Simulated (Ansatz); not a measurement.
```xyz
12

C    -1.8435    1.5802   -1.1895
C     0.2241   -0.5525   -2.8140
C     0.9419    0.0567    0.3097
C     0.5454    0.7854    1.4910
Ga   -0.2921    0.4203   -1.2043
N     0.5399   -1.1388   -3.7723
N     0.1695    1.4010    2.4062
H    -1.9852    2.0438   -0.2029
H    -1.7288    2.3700   -1.9491
H    -2.7450    1.0046   -1.4539
H     0.9521   -1.0305    0.5016
H     1.9662    0.3310    0.0021
```

Geometry: r2SCAN-D4/def2-SVP.

Level of theory: isolated molecule in a Gaussian basis; Kohn-Sham density functional theory, functional PBE0 in Ansatz 0.2.0.

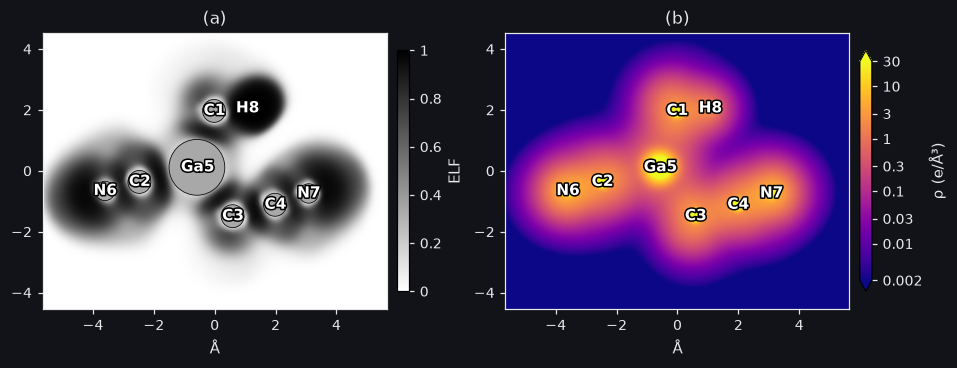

C4H5GaN2 (SMILES [CH3][Ga]([C]#N)[CH2]C#N). (a) ELF; (b) total electron density on the plane of atoms Ga5, C1 and H8. Grey discs cover the atomic cores in the ELF map.

Describe what can be read from this map.

Answer.
- The plane passes through C, Ga, N and H nuclei.
- C–N (1.17 Å): the density is about 3.4 e/Å³ at the midpoint; the ELF peaks at about 0.85 between the atoms; a multiple bond.
- C–C (1.44 Å): ρ at the midpoint is about 1.8 e/Å³; the ELF peaks at about 0.95 between the atoms; a covalent bond.
- C–Ga (1.94 Å): ρ is about 0.84 e/Å³ halfway; the ELF peaks at about 0.90 in the valence shell of C, 0.7 Å from its nucleus, and is about 0.60 at the midpoint.
- C–H (1.10 Å): the density is about 1.9 e/Å³ at the midpoint; the ELF climbs to about 1 towards the hydrogen, as it does in any bond to H (an ordinary covalent bond to hydrogen).
- C–Ga (1.99 Å): ρ is about 0.76 e/Å³ halfway; the ELF peaks at about 0.90 in the valence shell of C, 0.7 Å from its nucleus, and is about 0.60 at the midpoint.
- The ELF also peaks beside N6 and N7, away from the bonds: lone-pair regions.
